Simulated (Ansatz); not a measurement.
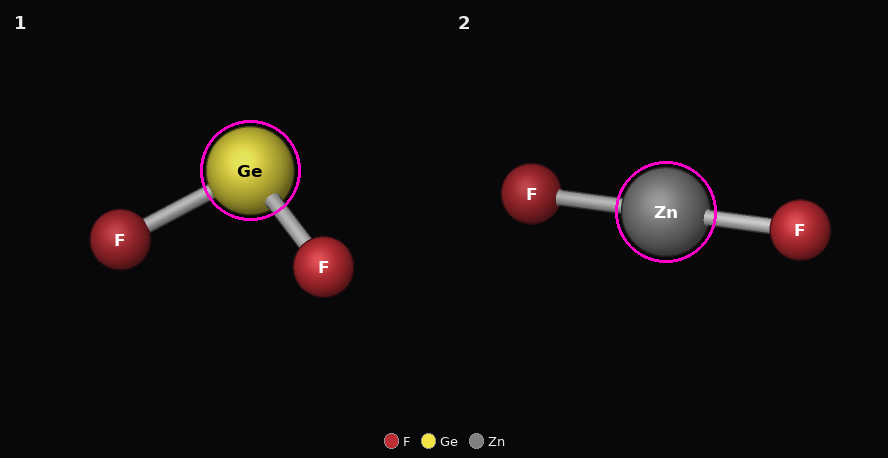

2 molecules with one skeleton, seen from the same side and at one scale; the atom that differs is circled. Charge 0, singlet. Computed geometries: PBE0-D4/def2-TZVP optimisations, one conformation each. Properties computed with Ansatz 0.2.0.

One atom differs, called X below: Ge in panel 1, Zn in panel 2. Their formulas are GeF2 (`[F][Ge][F]`), ZnF2 (`[F][Zn][F]`).

**In which is the vertical ionisation energy higher (r2SCAN-D4/def2-TZVPP)?**

In panel 2 (X = Zn).

**In which is the angle F–X–F larger (PBE0-D4/def2-TZVP)?**

In panel 2 (X = Zn).

Give the values. With PBE0-D4/def2-TZVP: mean length of X–F (Å), angle F–X–F (°). With r2SCAN-D4/def2-TZVPP: HOMO energy (Kohn–Sham orbital) (eV), HOMO–LUMO gap (eV), dipole moment (D), vertical ionisation energy (eV).

```tsv
quantity	1 (Ge)	2 (Zn)	2 − 1
mean length of X–F (Å)	1.745	1.732	−0.013
angle F–X–F (°)	97.2	180.0	+82.8
HOMO energy (Kohn–Sham orbital) (eV)	−7.98	−8.98	−1.00
HOMO–LUMO gap (eV)	4.68	6.35	+1.67
dipole moment (D)	2.31	0.00	−2.31
vertical ionisation energy (eV)	11.52	12.86	+1.34
```
